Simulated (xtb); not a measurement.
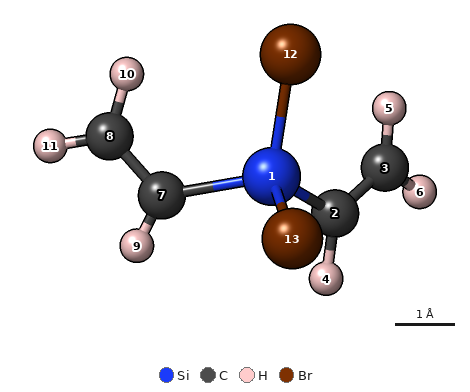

The structure as given in the input (ball-and-stick view, seen at a tilt; atoms are numbered from 1 in the order of the input).

Geometry relaxation, with input and output: C₄H₆Br₂Si (part 1 of 3)

C₄H₆Br₂Si (Si(vinyl)2Br2), SMILES C=C[Si](Br)(Br)C=C, computed with GFN2-xTB (xtb 6.7.1 later snapshot).

The input (geom.xyz):
```
13
Si(vinyl)2Br2
Si    -0.55250000    -0.40766000    -0.46736000
C     -0.78087000    -0.65412000     1.30609000
C     -1.46493000     0.21928000     2.09719000
H     -0.22438000    -1.57611000     1.72128000
H     -1.87977000     1.10084000     1.75985000
H     -1.53422000     0.05184000     3.15699000
C      1.35419000    -0.28639000    -0.92915000
C      1.89476000     0.82484000    -1.51462000
H      2.01692000    -0.98874000    -0.83372000
H      1.30603000     1.75248000    -1.69128000
H      2.90181000     0.88309000    -1.80508000
Br    -1.57437000     1.36171000    -1.12120000
Br    -1.34036000    -2.16460000    -1.61705000
```

Launch command:
```bash
xtb geom.xyz -o loose | tee out.txt
```

The program's output:
```
* xtb version 6.7.1
   ID    Z sym.   atoms
    1   14 Si     1
    2    6 C      2, 3, 7, 8
    3    1 H      4-6, 9-11
    4   35 Br     12, 13

           -------------------------------------------------
          |                Calculation Setup                |
           -------------------------------------------------

          program call               : xtb geom.xyz -o loose
          coordinate file            : geom.xyz
          omp threads                :                     1

           -------------------------------------------------
          |                 G F N 2 - x T B                 |
           -------------------------------------------------

      * Hamiltonian:
        H0-scaling (s, p, d)           1.850000    2.230000    2.230000
        zeta-weighting                 0.500000
      * Dispersion:
        s8                             2.700000
        a1                             0.520000
        a2                             5.000000
        s9                             5.000000
      * Repulsion:
        kExp                           1.500000    1.000000
        rExp                           1.000000
      * Coulomb:
        alpha                          2.000000
        third order                    shell-resolved
        anisotropic                    true
        a3                             3.000000
        a5                             4.000000
        cn-shift                       1.200000
        cn-exp                         4.000000
        max-rad                        5.000000

          ...................................................
          :                      SETUP                      :
          :.................................................:
          :  # basis functions                  52          :
          :  # atomic orbitals                  49          :
          :  # shells                           23          :
          :  # electrons                        40          :
          :  max. iterations                   250          :
          :  Hamiltonian                  GFN2-xTB          :
          :  restarted?                      false          :
          :  GBSA solvation                  false          :
          :  PC potential                    false          :
          :  electronic temp.          300.0000000     K    :
          :  accuracy                    1.0000000          :
          :  -> integral cutoff          0.2500000E+02      :
          :  -> integral neglect         0.1000000E-07      :
          :  -> SCF convergence          0.1000000E-05 Eh   :
          :  -> wf. convergence          0.1000000E-03 e    :
          :  Broyden damping             0.4000000          :
          :  net charge                          0          :
          :  unpaired electrons                  0          :
          ...................................................

 iter      E             dE          RMSdq      gap      omega  full diag
   1    -21.6007488 -0.216007E+02  0.666E+00    4.00       0.0  T
   2    -21.6667622 -0.660134E-01  0.398E+00    3.44       1.0  T
   3    -21.6923860 -0.256238E-01  0.273E+00    3.65       1.0  T
   4    -21.7279531 -0.355671E-01  0.170E+00    3.70       1.0  T
   5    -21.7476650 -0.197119E-01  0.993E-01    3.62       1.0  T
   6    -21.7521182 -0.445330E-02  0.586E-01    3.70       1.0  T
   7    -21.7527346 -0.616386E-03  0.388E-01    3.69       1.0  T
   8    -21.7526283  0.106294E-03  0.355E-01    3.70       1.0  T
   9    -21.7529769 -0.348580E-03  0.199E-01    3.71       1.0  T
  10    -21.7530360 -0.590941E-04  0.733E-02    3.71       1.0  T
  11    -21.7530415 -0.546401E-05  0.243E-02    3.72       1.1  T
  12    -21.7530429 -0.146790E-05  0.146E-02    3.71       1.9  T
  13    -21.7530430 -0.614012E-07  0.133E-02    3.71       2.1  T
  14    -21.7530437 -0.652459E-06  0.761E-03    3.71       3.6  T
  15    -21.7530438 -0.122959E-06  0.485E-03    3.71       5.7  T
  16    -21.7530439 -0.923524E-07  0.127E-03    3.71      21.8  T
  17    -21.7530439  0.244724E-08  0.123E-03    3.71      22.5  T
  18    -21.7530439 -0.600528E-08  0.192E-04    3.71     144.5  T
  19    -21.7530439 -0.689440E-10  0.798E-05    3.71     347.6  T

   *** convergence criteria satisfied after 19 iterations ***

         #    Occupation            Energy/Eh            Energy/eV
      -------------------------------------------------------------
         1        2.0000           -0.8739691             -23.7819
       ...           ...                  ...                  ...
        14        2.0000           -0.4554489             -12.3934
        15        2.0000           -0.4449984             -12.1090
        16        2.0000           -0.4400593             -11.9746
        17        2.0000           -0.4353570             -11.8467
        18        2.0000           -0.4313873             -11.7386
        19        2.0000           -0.4268411             -11.6149
        20        2.0000           -0.4203017             -11.4370 (HOMO)
        21                         -0.2838357              -7.7236 (LUMO)
        22                         -0.2586538              -7.0383
        23                         -0.1946690              -5.2972
        24                         -0.1747488              -4.7552
        25                         -0.1657342              -4.5099
       ...                                ...                  ...
        49                          1.3239620              36.0268
      -------------------------------------------------------------
                  HL-Gap            0.1364660 Eh            3.7134 eV
             Fermi-level           -0.3520687 Eh           -9.5803 eV

 SCC (total)                   0 d,  0 h,  0 min,  0.022 sec
 SCC setup                      ...        0 min,  0.000 sec (  0.543%)
 Dispersion                     ...        0 min,  0.000 sec (  0.422%)
 classical contributions        ...        0 min,  0.000 sec (  0.063%)
 integral evaluation            ...        0 min,  0.002 sec ( 10.632%)
 iterations                     ...        0 min,  0.014 sec ( 64.852%)
 molecular gradient             ...        0 min,  0.005 sec ( 22.826%)
 printout                       ...        0 min,  0.000 sec (  0.578%)

         :::::::::::::::::::::::::::::::::::::::::::::::::::::
         ::                     SUMMARY                     ::
         :::::::::::::::::::::::::::::::::::::::::::::::::::::
         :: total energy             -21.490836041704 Eh    ::
         :: gradient norm              0.215229373188 Eh/a0 ::
         :: HOMO-LUMO gap              3.713428377440 eV    ::
         ::.................................................::
         :: SCC energy               -21.752990130227 Eh    ::
         :: -> isotropic ES            0.028845319318 Eh    ::
         :: -> anisotropic ES          0.000413833829 Eh    ::
         :: -> anisotropic XC         -0.006288093337 Eh    ::
         :: -> dispersion             -0.012560086432 Eh    ::
         :: repulsion energy           0.262154088523 Eh    ::
         :: add. restraining           0.000000000000 Eh    ::
         :: total charge              -0.000000000000 e     ::
         :::::::::::::::::::::::::::::::::::::::::::::::::::::

      -----------------------------------------------------------
     |                   =====================                   |
     |                        A N C O P T                        |
     |                   =====================                   |
     |               Approximate Normal Coordinate               |
     |                Rational Function Optimizer                |
      -----------------------------------------------------------

          ...................................................
          :                      SETUP                      :
          :.................................................:
          :   optimization level             loose          :
          :   max. optcycles                   200          :
          :   ANC micro-cycles                  20          :
          :   degrees of freedom                33          :
          :.................................................:
          :   RF solver                   davidson          :
          :   write xtbopt.log                true          :
          :   linear?                        false          :
          :   energy convergence         0.5000000E-04 Eh   :
          :   grad. convergence          0.4000000E-02 Eh/α :
          :   maximum RF displ.          1.0000000          :
          :   Hlow (freq-cutoff)         0.1000000E-01      :
          :   Hmax (freq-cutoff)         5.0000000          :
          :   S6 in model hess.         20.0000000          :
          ...................................................

generating ANC from exact Hessian ...
Using Lindh-Hessian (1995)
 Shifting diagonal of input Hessian by    9.4503193769121183E-003
 Lowest  eigenvalues of input Hessian
    0.000000    0.000000    0.000000    0.000000    0.000000    0.000000
    0.010000    0.010491    0.010624    0.011367    0.012262    0.012546
    0.013622    0.018469    0.022181    0.028804    0.037919    0.038529
 Highest eigenvalues
    1.002843    1.155789    1.425232    1.465682    1.722606    1.778418

........................................................................
.............................. CYCLE    1 ..............................
........................................................................

 iter      E             dE          RMSdq      gap      omega  full diag
   1    -21.7530439 -0.217530E+02  0.439E-05    3.71       0.0  T
   2    -21.7530439 -0.156675E-11  0.291E-05    3.71     952.8  T
   3    -21.7530439 -0.277822E-11  0.225E-05    3.71    1232.3  T
     SCC iter.                  ...        0 min,  0.003 sec
     gradient                   ...        0 min,  0.005 sec
 * total energy  :   -21.4908360 Eh     change       -0.8828493E-11 Eh
   gradient norm :     0.2152294 Eh/α   predicted     0.0000000E+00 (-100.00%)
   displ. norm   :     0.2939130 α      lambda       -0.4348183E-01
   maximum displ.:     0.1280535 α      in ANC's #23, #14, #29, ...

........................................................................
.............................. CYCLE    2 ..............................
........................................................................

 iter      E             dE          RMSdq      gap      omega  full diag
   1    -21.7660777 -0.217661E+02  0.716E-01    3.91       0.0  T
   2    -21.7666058 -0.528086E-03  0.482E-01    3.90       1.0  T
   3    -21.7665853  0.204954E-04  0.322E-01    3.90       1.0  T
   4    -21.7661897  0.395523E-03  0.279E-01    3.91       1.0  T
   5    -21.7667948 -0.605058E-03  0.998E-02    3.90       1.0  T
   6    -21.7668031 -0.834900E-05  0.775E-02    3.90       1.0  T
   7    -21.7668030  0.159130E-06  0.520E-02    3.89       1.0  T
   8    -21.7668172 -0.141896E-04  0.390E-02    3.90       1.0  T
   9    -21.7668212 -0.406197E-05  0.225E-02    3.90       1.2  T
  10    -21.7668219 -0.631240E-06  0.161E-02    3.90       1.7  T
  11    -21.7668221 -0.252262E-06  0.125E-02    3.90       2.2  T
  12    -21.7668227 -0.603304E-06  0.695E-03    3.90       4.0  T
  13    -21.7668228 -0.601658E-07  0.260E-03    3.90      10.7  T
  14    -21.7668228 -0.206040E-07  0.755E-04    3.90      36.8  T
  15    -21.7668228 -0.890559E-09  0.373E-04    3.90      74.3  T
     SCC iter.                  ...        0 min,  0.010 sec
     gradient                   ...        0 min,  0.005 sec
 * total energy  :   -21.5165340 Eh     change       -0.2569794E-01 Eh
   gradient norm :     0.0519375 Eh/α   predicted    -0.2361899E-01 (  -8.09%)
   displ. norm   :     0.1899400 α      lambda       -0.5555404E-02
   maximum displ.:     0.0841407 α      in ANC's #8, #17, #18, ...

........................................................................
.............................. CYCLE    3 ..............................
........................................................................

 iter      E             dE          RMSdq      gap      omega  full diag
   1    -21.7764447 -0.217764E+02  0.377E-01    3.94       0.0  T
   2    -21.7764816 -0.368798E-04  0.290E-01    3.93       1.0  T
   3    -21.7764630  0.185159E-04  0.118E-01    3.94       1.0  T
   4    -21.7764208  0.422799E-04  0.988E-02    3.93       1.0  T
   5    -21.7764973 -0.765552E-04  0.470E-02    3.94       1.0  T
   6    -21.7764955  0.178483E-05  0.323E-02    3.94       1.0  T
   7    -21.7764987 -0.315143E-05  0.203E-02    3.94       1.4  T
   8    -21.7764995 -0.847596E-06  0.125E-02    3.94       2.2  T
   9    -21.7764998 -0.293464E-06  0.681E-03    3.94       4.1  T
  10    -21.7765001 -0.222244E-06  0.381E-03    3.94       7.3  T
  11    -21.7765001 -0.178804E-07  0.172E-03    3.94      16.1  T
  12    -21.7765001 -0.341842E-08  0.136E-03    3.94      20.4  T
  13    -21.7765001 -0.650805E-08  0.868E-04    3.94      32.0  T
  14    -21.7765001 -0.272678E-08  0.321E-04    3.94      86.5  T
     SCC iter.                  ...        0 min,  0.009 sec
     gradient                   ...        0 min,  0.005 sec
 * total energy  :   -21.5192685 Eh     change       -0.2734544E-02 Eh
   gradient norm :     0.0124771 Eh/α   predicted    -0.2877911E-02 (   5.24%)
   displ. norm   :     0.1066549 α      lambda       -0.6288559E-03
   maximum displ.:     0.0542338 α      in ANC's #13, #5, #12, ...

........................................................................
.............................. CYCLE    4 ..............................
........................................................................

 iter      E             dE          RMSdq      gap      omega  full diag
   1    -21.7721034 -0.217721E+02  0.180E-01    3.94       0.0  T
   2    -21.7721059 -0.253868E-05  0.119E-01    3.94       1.0  T
   3    -21.7720680  0.379644E-04  0.547E-02    3.94       1.0  T
   4    -21.7721092 -0.411921E-04  0.296E-02    3.94       1.0  T
   5    -21.7721099 -0.750435E-06  0.206E-02    3.94       1.3  T
   6    -21.7721116 -0.164608E-05  0.135E-02    3.94       2.1  T
   7    -21.7721119 -0.363424E-06  0.801E-03    3.94       3.5  T
   8    -21.7721121 -0.160325E-06  0.481E-03    3.94       5.8  T
   9    -21.7721121 -0.463655E-07  0.241E-03    3.94      11.5  T
  10    -21.7721122 -0.169772E-07  0.147E-03    3.94      18.9  T
  11    -21.7721122 -0.531850E-08  0.838E-04    3.94      33.1  T
  12    -21.7721122 -0.154521E-08  0.586E-04    3.94      47.3  T
     SCC iter.                  ...        0 min,  0.008 sec
     gradient                   ...        0 min,  0.005 sec
 * total energy  :   -21.5195416 Eh     change       -0.2731155E-03 Eh
   gradient norm :     0.0086208 Eh/α   predicted    -0.3180056E-03 (  16.44%)
   displ. norm   :     0.0718553 α      lambda       -0.2757389E-03
   maximum displ.:     0.0431890 α      in ANC's #5, #13, #18, ...

........................................................................
.............................. CYCLE    5 ..............................
........................................................................

 iter      E             dE          RMSdq      gap      omega  full diag
   1    -21.7705682 -0.217706E+02  0.108E-01    3.93       0.0  T
   2    -21.7705698 -0.160052E-05  0.706E-02    3.93       1.0  T
   3    -21.7705577  0.121892E-04  0.362E-02    3.93       1.0  T
   4    -21.7705721 -0.144772E-04  0.163E-02    3.93       1.7  T
   5    -21.7705723 -0.183977E-06  0.126E-02    3.93       2.2  T
   6    -21.7705724 -0.107132E-06  0.898E-03    3.93       3.1  T
   7    -21.7705725 -0.505144E-07  0.692E-03    3.93       4.0  T
   8    -21.7705727 -0.265977E-06  0.430E-03    3.93       6.4  T
   9    -21.7705728 -0.705489E-07  0.233E-03    3.93      11.9  T
  10    -21.7705728 -0.107096E-07  0.138E-03    3.93      20.1  T
  11    -21.7705728 -0.533577E-08  0.723E-04    3.93      38.4  T
  12    -21.7705728 -0.468955E-09  0.383E-04    3.93      72.3  T
     SCC iter.                  ...        0 min,  0.008 sec
     gradient                   ...        0 min,  0.005 sec
 * total energy  :   -21.5196699 Eh     change       -0.1282439E-03 Eh
   gradient norm :     0.0050219 Eh/α   predicted    -0.1385797E-03 (   8.06%)
   displ. norm   :     0.0268662 α      lambda       -0.5582575E-04
   maximum displ.:     0.0154956 α      in ANC's #5, #14, #17, ...

........................................................................
.............................. CYCLE    6 ..............................
........................................................................
```
